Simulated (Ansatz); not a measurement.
Bi2Te3 (Bi2Te3 type, space group R-3m)

Space group R-3m, hexagonal axes (No. 166); a = b = 4.387 Å, c = 30.290 Å, α = β = 90.00°, γ = 120.00°

```tsv
atom	site	symmetry	x	y	z
Bi	6c	3m	0.0000	0.0000	0.4001
Te	3a	-3m	0.0000	0.0000	0.0000
Te	6c	3m	0.0000	0.0000	0.2094
```
(The calculation used a cell of 5 atoms; values per cell refer to that cell.)

Equation-of-state scan: isotropic scaling of the cell above, V₀ being its volume. The atoms relax within the cell's symmetry.

Method: PBE-D3(BJ) (plane waves to 420 eV, PAW, scalar-relativistic; Ansatz, a program for electronic structure). k mesh 9×9×9 (Γ-centred), Fermi-Dirac smearing 0.05 eV. E stands for the smeared free energy. With the shape held, the modulus is that of even scaling; a crystal free to change shape is softer. Bi2Te3 was relaxed with its symmetry unable to fall. Spin-orbit coupling is left out, though Bi and Te are heavy. The PAW data are Ansatz's earlier set. ΔE is measured from the relaxed starting cell.

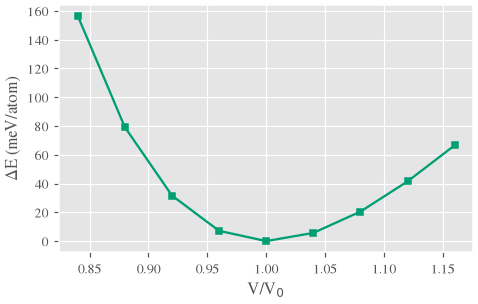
*ΔE (meV/atom) against V/V₀; one marker a computed point.*

What is ΔE at V/V₀ = 1.160?

About 67 meV/atom.

What is ΔE at V/V₀ = 0.840?

About 160 meV/atom.

What bulk modulus at fixed cell shape B₀ follows from a third-order Birch-Murnaghan fit?

About 37 GPa.

(Under strain, the slope of the energy per volume gives the stress and its curvature an elastic modulus.)
